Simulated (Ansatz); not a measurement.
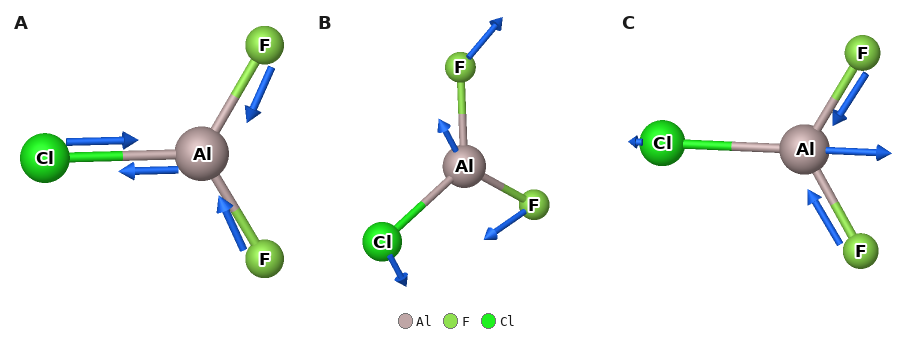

3 normal modes of one molecule or complex, as arrows. Harmonic vibrations computed with RKS PBE0-D4/def2-TZVP (Ansatz 0.2.0) at a stationary point of the same level.

Match the panels to the wavenumbers 184 cm⁻¹, 511 cm⁻¹, 834 cm⁻¹.

A: 511 cm⁻¹, Al–Cl stretching
B: 184 cm⁻¹, Cl–Al–F bending
C: 834 cm⁻¹, in-phase stretching of 2 Al–F bonds
